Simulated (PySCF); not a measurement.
# PH3S (SMILES [PH3]=S): MP2/STO-6G

What is the energy change on altering one bond length of PH3S at MP2/STO-6G? The job is set up through a Python script.

The results are computed with PySCF 2.14.0.

11 further runs of the same task are left out: 2 that didn't finish, 9 set aside as unsound or not needed.

### Step 1. The molecule

The species is PH3S (5 atoms), meant as a singlet with charge 0. SMILES: `[PH3]=S`. The coordinates come from a GFN2-xTB relaxation.

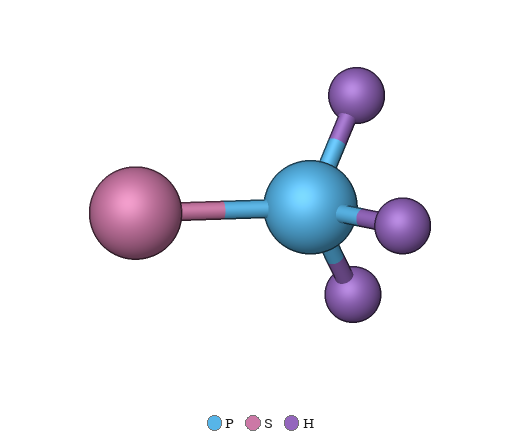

Viewed from a chosen angle; phosphorus blue, sulfur pink, hydrogen purple.

### Step 2. A single-point energy at MP2/STO-6G

The input, start.xyz:

```xyz
5

P      0.007920    -0.006600     0.007660
S      1.261690    -0.941140     1.111260
H     -1.166840     0.461930     0.594540
H     -0.532470    -0.676580    -1.089190
H      0.429710     1.162380    -0.624270
```

The input, run.py:

```python
from pyscf import gto, mp

system = gto.Mole()
system.atom = 'start.xyz'
system.spin = 0
system.verbose = 3
system.basis = 'sto-6g'
system.max_memory = 1860
system.build()

calc0 = system.RHF()
calc0.conv_tol = 1e-10
calc0.kernel()
if not calc0.converged:
    calc0 = calc0.newton().run(calc0.mo_coeff, calc0.mo_occ)

pt = mp.MP2(calc0, frozen=10).run()
e_tot = pt.e_tot
print(f'total energy: {e_tot:.8f} hartree')
```

The run is started by

```
$ OMP_NUM_THREADS=1 python run.py
```

Log:

```text
converged SCF energy = -737.357733220814
E(RMP2) = -737.419100222644  E_corr = -0.0613670018300732
E(SCS-RMP2) = -737.425709518547  E_corr = -0.067976297732934
total energy: -737.41910022 hartree
```

It took 1.3 s on 1 thread of Intel Xeon Platinum 8259CL at 2.50GHz (Skylake/Cascade Lake), shared host; peak memory 0.12 GiB.

### Step 3. The distorted shape, same level

The input, start.xyz:

```xyz
5
H3PS
P     -0.995079     0.741020    -0.875205
S      1.261690    -0.941140     1.111260
H     -2.169839     1.209550    -0.288325
H     -1.535469     0.071040    -1.972055
H     -0.573289     1.910000    -1.507135
```

The input, run.py:

```python
from pyscf import gto, mp

mol = gto.Mole()
mol.atom = 'start.xyz'
mol.spin = 0
mol.verbose = 3
mol.max_memory = 1860
mol.basis = 'sto-6g'
mol.charge = 0
mol.build()

mf = mol.RHF()
mf.conv_tol = 1e-10
mf.kernel()
if not mf.converged:
    mf = mf.newton().run(mf.mo_coeff, mf.mo_occ)

pt = mp.MP2(mf, frozen=10).run()
etot = pt.e_tot
print('Final energy', etot)
```

The run is started by

```
$ OMP_NUM_THREADS=1 python run.py
```

Log:

```text
converged SCF energy = -737.296699376889
E(RMP2) = -737.347058020486  E_corr = -0.0503586435960321
E(SCS-RMP2) = -737.356704610891  E_corr = -0.0600052340017299
Final energy -737.3470580204855
```

It took 1.8 s on 1 thread of Intel Xeon Platinum 8259CL at 2.50GHz (Skylake/Cascade Lake), shared host; peak memory 0.12 GiB.

### Step 4. What came out

At MP2/STO-6G, 10 core orbitals frozen:

```
                                                         quantity          value
                                        first shape: total energy  -737.41910 Eh
                first shape: dipole moment (Hartree–Fock density)         4.41 D
                 first shape: HOMO energy (Hartree–Fock orbitals)       -4.65 eV
                 first shape: LUMO energy (Hartree–Fock orbitals)       11.78 eV
               first shape: HOMO–LUMO gap (Hartree–Fock orbitals)       16.43 eV
        first shape: correlation energy (10 core orbitals frozen)      -61.4 mEh
                                    distorted shape: total energy  -737.34706 Eh
            distorted shape: dipole moment (Hartree–Fock density)         1.19 D
             distorted shape: HOMO energy (Hartree–Fock orbitals)       -6.13 eV
             distorted shape: LUMO energy (Hartree–Fock orbitals)        4.86 eV
           distorted shape: HOMO–LUMO gap (Hartree–Fock orbitals)       10.98 eV
    distorted shape: correlation energy (10 core orbitals frozen)      -50.4 mEh
energy change with the P1–S2 bond stretched from 1.914 to 3.445 Å       1.960 eV
```

In words: With the P1–S2 bond stretched from 1.914 to 3.445 Å the energy rises by 1.96 eV (45 kcal/mol). The first shape isn't relaxed at this level, so the change isn't measured from a minimum. A restricted reference can't describe the breaking bond well at this length. The minimal basis adds a large error of its own.
